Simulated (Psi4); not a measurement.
# SnTe (SMILES [Sn][Te]): B3LYP/def2-TZVPPD (core potential)

What is the vertical electron affinity of SnTe at B3LYP/def2-TZVPPD (core potential)? 

Program for the calculation: Psi4 1.11.

1 further run of the same task is left out (it didn't finish).

**1. The structure to begin with**

The species is SnTe (2 atoms), meant as a singlet with charge 0. As SMILES, `[Sn][Te]`. Geometry: relaxed at PBE0-D4/def2-TZVP.

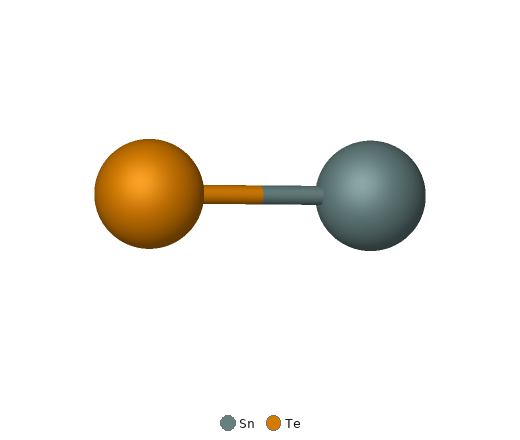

The structure, seen from a chosen angle (tin teal, tellurium orange).

**2. The energy at B3LYP/def2-TZVPPD (core potential)**

job.py reads:

```python
import psi4

psi4.set_memory(2200000000)
psi4.set_num_threads(1)
psi4.set_output_file('snte.out', False)

geom = psi4.geometry("""
0 1
Sn     0.000000     0.000000     0.009440
Te     0.000000     0.000000     2.527330
symmetry c1
""")

options = {'reference': 'rks', 'puream': True, 'e_convergence': 1e-09, 'd_convergence': 1e-08, 'scf_type': 'pk', 'dft_radial_points': 99, 'dft_spherical_points': 590}
psi4.set_options(options)

result, w = psi4.energy("b3lyp/def2-TZVPPD", molecule=geom, return_wfn=True)
psi4.oeprop(w, "LOWDIN_CHARGES", "QUADRUPOLE", "MULLIKEN_CHARGES", title="B3LYP")
print('E =', round(result, 9))
```

Started as:

```
python job.py
```

snte.out:

```text
[...]
    !!!  WARNING: ECP capability is in beta. Please check occupations closely.  !!!
[...]
  Running in c1 symmetry.
[...]
  Nuclear repulsion =  110.968138891595729
[...]
  Multiplicity = 1
[...]
  Nalpha       = 23
  Nbeta        = 23
[...]
    Number of basis functions: 115
[...]
   @RKS iter   1:  -481.40145190696569   -1.56099e+00   1.25786e-02 ADIIS/DIIS
[...]
   @RKS iter  14:  -482.54984422700420   -8.52651e-13   5.22187e-09 DIIS
[...]
    Orbital Energies [Eh]
    ---------------------
    Doubly Occupied:
       1A     -6.246566     2A     -5.118303     3A     -4.376091
       4A     -4.375913     5A     -4.375913     6A     -3.460206
       7A     -3.460206     8A     -3.452523     9A     -1.573401
      10A     -1.571806    11A     -1.571806    12A     -1.571281
      13A     -1.571280    14A     -1.041795    15A     -1.041795
      16A     -1.036800    17A     -1.035603    18A     -1.035603
      19A     -0.607614    20A     -0.430572    21A     -0.248807
      22A     -0.238286    23A     -0.238286
[...]
  @RKS Final Energy:  -482.54984422700420
   => Energetics <=
    Nuclear Repulsion Energy =            110.9681388915957285
    One-Electron Energy =               -1065.4215139320278922
    Two-Electron Energy =                 503.5206714301147599
    DFT Exchange-Correlation Energy =     -31.6171406166867790
    Empirical Dispersion Energy =           0.0000000000000000
    VV10 Nonlocal Energy =                  0.0000000000000000
    Total Energy =                       -482.5498442270042005
[...]
 Multipole Moments:
 ------------------------------------------------------------------------------------
     Multipole            Electronic (a.u.)      Nuclear  (a.u.)        Total (a.u.)
 ------------------------------------------------------------------------------------
 L = 1.  Multiply by 2.5417464519 to convert [e a0] to [Debye]
 Dipole X            :          0.0000000            0.0000000            0.0000000
 Dipole Y            :          0.0000000            0.0000000            0.0000000
 Dipole Z            :         -1.3241788            0.3755312           -0.9486477
 Magnitude           :                                                    0.9486477
 L = 2.  Multiply by 1.3450342976 to convert [e a0^2] to [Debye ang]
 Quadrupole XX       :        -38.0742089            0.0000000          -38.0742089
 Quadrupole XY       :         -0.0000000            0.0000000           -0.0000000
[...]
  Mulliken Charges: (a.u.)
   Center  Symbol    Alpha    Beta     Spin     Total
       1    SN    10.83811 10.83811  0.00000  0.32379
       2    TE    12.16189 12.16189  0.00000 -0.32379
   Total alpha = 23.00000, Total beta = 23.00000, Total charge = -0.00000
  Lowdin Charges: (a.u.)
   Center  Symbol    Alpha    Beta     Spin     Total
       1    SN    10.94216 10.94216  0.00000  0.11568
       2    TE    12.05784 12.05784  0.00000 -0.11568
  Total alpha = 23.00000, Total beta = 23.00000, Total charge = -0.00000
```

The script printed:

```text
E = -482.549844227
```

Wall time 21 s (1 thread of AMD EPYC 7R43 (Zen 3), shared host); peak memory 0.69 GiB.

**3. The doublet anion: energy and forces at UB3LYP/def2-TZVPPD (core potential)**

input.in reads:

```
memory 2.2 GB

molecule {
  -1 2
  Sn
  Te 1 2.51789
  symmetry c1
}

set basis def2-TZVPPD
set reference uks
set puream true
set e_convergence 1e-09
set d_convergence 1e-08
set scf_type pk
set dft_radial_points 99
set dft_spherical_points 590
set maxiter 100

gradient("b3lyp")
```

Started as:

```
psi4 -i input.in -o input.out -n 1
```

input.out:

```text
[...]
    !!!  WARNING: ECP capability is in beta. Please check occupations closely.  !!!
[...]
  Running in c1 symmetry.
[...]
  Nuclear repulsion =  110.968138891595743
[...]
  Multiplicity = 2
[...]
  Nalpha       = 24
  Nbeta        = 23
[...]
    Number of basis functions: 115
[...]
   @UKS iter   1:  -481.26611387950379   -1.51078e+00   1.34526e-02 ADIIS/DIIS
[...]
   @UKS iter  15:  -482.58554662471334   -6.13909e-12   6.42626e-09 DIIS
[...]
   @S^2 Observed:                7.533688687E-01
[...]
    Orbital Energies [Eh]
    ---------------------
    Alpha Occupied:
       1A     -6.051878     2A     -4.906087     3A     -4.182610
       4A     -4.182303     5A     -4.179091     6A     -3.249959
       7A     -3.243597     8A     -3.242851     9A     -1.380490
      10A     -1.379276    11A     -1.376483    12A     -1.375834
      13A     -1.375268    14A     -0.831100    15A     -0.828056
      16A     -0.828010    17A     -0.824480    18A     -0.822282
      19A     -0.418720    20A     -0.240691    21A     -0.063750
      22A     -0.060618    23A     -0.058108    24A      0.031099
    Alpha Virtual:
      25A      0.072438    26A      0.118756    27A      0.126405
[...]
  @UKS Final Energy:  -482.58554662471334
   => Energetics <=
    Nuclear Repulsion Energy =            110.9681388915957427
    One-Electron Energy =               -1074.6292005102322946
    Two-Electron Energy =                 512.8560017346047744
    DFT Exchange-Correlation Energy =     -31.7804867406816030
    Empirical Dispersion Energy =           0.0000000000000000
    VV10 Nonlocal Energy =                  0.0000000000000000
    Total Energy =                       -482.5855466247133450
[...]
 Multipole Moments:
 ------------------------------------------------------------------------------------
     Multipole            Electronic (a.u.)      Nuclear  (a.u.)        Total (a.u.)
 ------------------------------------------------------------------------------------
 L = 1.  Multiply by 2.5417464519 to convert [e a0] to [Debye]
 Dipole X            :         -0.0000003            0.0000000           -0.0000003
 Dipole Y            :          0.0000012            0.0000000            0.0000012
 Dipole Z            :         -0.5398056            0.3755312           -0.1642744
 Magnitude           :                                                    0.1642744
[...]
  -Total Gradient:
     Atom            X                  Y                   Z
    ------   -----------------  -----------------  -----------------
       1       -0.000000000421     0.000000003973     0.038505765634
       2        0.000000000422    -0.000000003972    -0.038507227475
[...]
```

It took 68 s on 1 thread of AMD EPYC 7R43 (Zen 3), shared host; peak memory 0.69 GiB.

**4. Results**

At B3LYP/def2-TZVPPD (core potential):

```
                                         quantity          value
                       singlet SnTe: total energy  -482.54984 Eh
                      singlet SnTe: dipole moment         2.41 D
                        singlet SnTe: HOMO energy       -6.48 eV
                        singlet SnTe: LUMO energy       -2.83 eV
                      singlet SnTe: HOMO–LUMO gap        3.65 eV
                      doublet anion: total energy  -482.58555 Eh
doublet anion: HOMO energy (highest over α and β)        0.85 eV
 doublet anion: LUMO energy (lowest over α and β)        1.97 eV
                              doublet anion: ⟨S²⟩          0.753
          doublet anion: largest force on an atom     1.980 eV/Å
vertical electron affinity (to the doublet anion)       0.972 eV
```

At fixed nuclei the extra electron is bound by 0.97 eV (22.4 kcal/mol). The HOMO (doublet anion) lies at positive energy, 0.85 eV; only total energies tell whether the electron is bound.
